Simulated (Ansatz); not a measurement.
Input file:

```
crystal:
  periodic: [false, false, false]
  atoms:
    - {symbol: Ga, position_ang: [-1.665280, -0.816996, -1.316676]}
    - {symbol: Si, position_ang: [0.999806, 0.564187, 0.870479]}
    - {symbol: S, position_ang: [-1.122406, -2.195004, -2.671539]}
    - {symbol: H, position_ang: [0.670243, -0.380318, -0.238903]}
    - {symbol: H, position_ang: [-2.172317, 0.228525, -0.313327]}
    - {symbol: H, position_ang: [2.451375, 0.483530, 1.157657]}
    - {symbol: H, position_ang: [0.628447, 1.936762, 0.445832]}
    - {symbol: H, position_ang: [0.210133, 0.179214, 2.066475]}
basis:
  gaussian: {orbitals: def2-TZVPP}
hamiltonian: {xc: pbe0, dispersion: d4}
output: {orbitals: {seedname: orbitals}}
```

Command:

```sh
ansatz run in.yaml --threads 4 --pin off --events-out ev --progress --plain --max-ram 9574MiB
```

The product side of a reaction path; geometry: PBE0-D4/def2-TZVP.

All numbers below come from RKS PBE0-D4/def2-TZVPP (Ansatz).

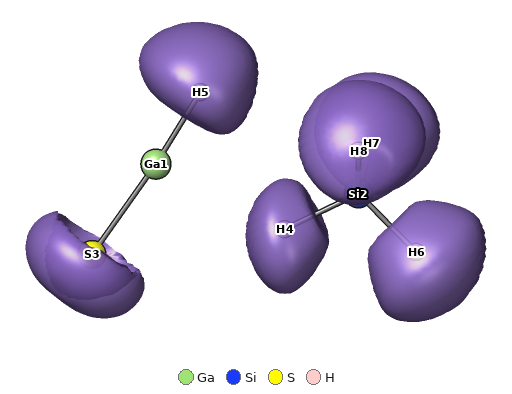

GaHS···SiH4. Isosurface of the electron localisation function at 0.85 (purple), seen across its widest extent. Core shells and regions of very low density are left out.

### What do the ELF domains correspond to?

At this value the surface marks out five regions around hydrogen nuclei and one ring or bowl of non-bonding electrons around S. Profiles from the grid: Ga1···H4 (2.61 Å): the ELF dips to about 0.10 between them. Ga–S (2.01 Å): the ELF peaks at about 0.75 in the valence shell of S, 0.9 Å from its nucleus, and is about 0.60 at the midpoint.
